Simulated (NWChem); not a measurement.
**C2H5N (aziridine) at M06-2X/def2-SVPD**

Aim: the vertical singlet–triplet gap of C2H5N (aziridine) at M06-2X/def2-SVPD, from 2 runs. 

Program for the calculation: NWChem 7.3.0.

4 further runs of the same task are left out: 2 that didn't finish, 2 set aside as unsound or not needed.

## (1) Starting point

The species is C2H5N (8 atoms), meant as a singlet with charge 0. SMILES: `C1CN1`. Geometry: relaxed at PBE0-D4/def2-TZVP.

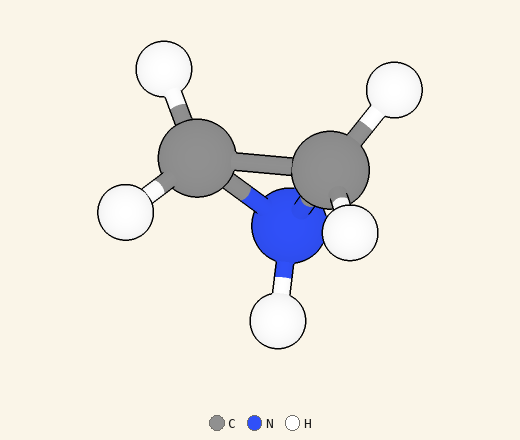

The structure, seen from a chosen angle (carbon grey, nitrogen blue, hydrogen white).

## (2) Energy and gradient at M06-2X/def2-SVPD

Contents of run.nw:

```
start run
title "C2H5N"
memory stack 880 mb heap 220 mb global 1100 mb

geometry units angstroms noautosym nocenter noautoz
  C       -0.441950       0.372860      -0.526630
  C        0.701820       0.041300       0.342680
  N       -0.646410      -0.379240       0.705850
  H       -0.523890      -0.146250      -1.476300
  H       -0.850360       1.377350      -0.521460
  H        1.130680       0.803020       0.984310
  H        1.406100      -0.705720      -0.009460
  H       -0.775990      -1.363310       0.501020
end

basis spherical bse
  * library def2-SVPD
end

dft
  xc m06-2x
  grid fine
  convergence energy 1e-08
  iterations 100
  mulliken
  print low
end

task dft gradient
```

On the command line:

```console
nwchem run.nw > run.out
```

Log:

```text
[...]
 d= 0,ls=0.0,diis     1   -133.7344485630 -2.10D+02  1.61D-02  2.17D-01     5.1
[...]
 d= 0,ls=0.0,diis     9   -133.7653291437 -3.65D-09  1.29D-06  2.20D-09    44.0
         Total DFT energy =     -133.765329143708
      One electron energy =     -330.711999398055
           Coulomb energy =      139.898009895962
    Exchange-Corr. energy =      -19.529124707241
 Nuclear repulsion energy =       76.577785065626
[...]
      Total Density - Mulliken Population Analysis
     ---------------------------------------------
    Atom       Charge   Shell Charges
 -----------   ------   -------------------------------------------------------
    1 C    6     5.42   1.99  0.89  0.02 -0.00  2.11  0.44  0.05 -0.06
    2 C    6     5.42   1.99  0.89  0.02 -0.00  2.11  0.44  0.05 -0.06
    3 N    7     7.40   1.99  1.03  0.55  0.18  2.36  1.23  0.03  0.05
    4 H    1     1.15   0.77  0.36  0.02  0.00
    5 H    1     1.22   0.77  0.43  0.02 -0.00
    6 H    1     1.22   0.77  0.43  0.02 -0.00
    7 H    1     1.15   0.77  0.36  0.02  0.00
    8 H    1     1.01   0.75  0.23  0.04 -0.02
[...]
                         DFT ENERGY GRADIENTS
    atom               coordinates                        gradient
                 x          y          z           x          y          z
   1 C      -0.835164   0.704603  -0.995186    0.001864  -0.000123  -0.002217
   2 C       1.326247   0.078046   0.647571    0.001609  -0.000043  -0.002414
   3 N      -1.221538  -0.716660   1.333863   -0.003438  -0.000984   0.004150
   4 H      -0.990009  -0.276372  -2.789802    0.000408   0.002589   0.003089
   5 H      -1.606947   2.602814  -0.985417    0.001321  -0.003642  -0.000385
   6 H       2.136675   1.517488   1.860076   -0.001191  -0.002917  -0.002284
   7 H       2.657144  -1.333617  -0.017877   -0.002009   0.003291   0.001251
   8 H      -1.466408  -2.576282   0.946791    0.001436   0.001829  -0.001189
 Task  times  cpu:       58.8s     wall:       58.8s
 Total times  cpu:       58.9s     wall:       58.9s
```

It took 60 s on 1 thread of Intel Xeon Platinum 8259CL at 2.50GHz (Skylake/Cascade Lake), shared host; peak memory 0.12 GiB.

## (3) The triplet: the energy at UM06-2X/def2-SVPD

Contents of c2h5n.nw:

```
start c2h5n
memory total 2200 mb

geometry units atomic noautosym nocenter noautoz
  C   -0.83516446   0.70460328  -0.99518647
  C    1.32624759   0.07804569   0.64757135
  N   -1.22153786  -0.71665974   1.33386319
  H   -0.99000862  -0.27637245  -2.78980268
  H   -1.60694751   2.60281428  -0.98541658
  H    2.13667553   1.51748787   1.86007632
  H    2.65714390  -1.33361752  -0.01787681
  H   -1.46640858  -2.57628252   0.94679058
end

basis spherical bse
  C library def2-SVPD
  N library def2-SVPD
  H library def2-SVPD
end

dft
  xc m06-2x
  mult 3
  grid fine
  convergence energy 1e-08
  maxiter 100
  mulliken
end

task dft energy
```

On the command line:

```console
nwchem c2h5n.nw > c2h5n.out
```

Log:

```text
[...]
          Wavefunction type:  spin polarized.
          No. of atoms     :     8
          No. of electrons :    24
[...]
          Charge           :     0
          Spin multiplicity:     3
[...]
          AO basis - number of functions:   100
[...]
              XC Information
              --------------
                       M06-2X Method XC Functional
                     Hartree-Fock (Exact) Exchange  0.540
                        M06-2X Exchange Functional  1.000
                      M06-2X Correlation Potential  1.000
[...]
 d= 0,ls=0.0,diis     1   -133.4497820177 -2.10D+02  1.64D-01  1.04D-01     5.4
[...]
 d= 0,ls=0.0,diis    19   -133.5106333898 -9.41D-10  6.14D-06  1.03D-11   115.3
[...]
         Total DFT energy =     -133.510633389816
      One electron energy =     -328.681790888070
           Coulomb energy =      137.970665333969
    Exchange-Corr. energy =      -19.377287368739
 Nuclear repulsion energy =       76.577779533024
[...]
      Total Density - Mulliken Population Analysis
     ---------------------------------------------
    Atom       Charge   Shell Charges
 -----------   ------   -------------------------------------------------------
    1 C    6     5.74   1.99  0.92  0.05  0.34  2.09  0.35  0.05 -0.04
    2 C    6     5.74   1.99  0.92  0.05  0.34  2.09  0.35  0.05 -0.04
    3 N    7     7.19   1.99  1.08  0.45  0.17  2.30  1.09  0.03  0.08
    4 H    1     1.04   0.73  0.19  0.03  0.09
    5 H    1     1.13   0.75  0.34  0.02  0.02
    6 H    1     1.13   0.75  0.34  0.02  0.02
    7 H    1     1.04   0.73  0.19  0.03  0.09
    8 H    1     0.98   0.69  0.02  0.05  0.23
[...]
      <S2> =      2.0045 (Exact =     2.0000)
[...]
```

Wall time 1.9 min (1 thread of Intel Xeon Platinum 8259CL at 2.50GHz (Skylake/Cascade Lake), shared host); peak memory 0.12 GiB.

## (4) Results

Level: M06-2X/def2-SVPD.

| quantity | value |
| --- | --- |
| singlet: total energy | -133.76533 Eh |
| singlet: largest force on an atom | 0.282 eV/Å |
| triplet: total energy | -133.51063 Eh |
| triplet: dipole moment | 3.74 D |
| triplet: HOMO energy (highest over α and β) | -1.84 eV |
| triplet: ⟨S²⟩ | 2.005 |
| vertical energy of the triplet above the singlet | 6.931 eV |

In words: At this shape the triplet lies 6.93 eV (160 kcal/mol) above the singlet. The largest force (singlet) is 0.28 eV/Å: the shape isn't a stationary point for this species at this level. Mulliken charges (singlet) run from -0.40 on N3 to +0.58 on C1; in a basis this large or diffuse they mean little.
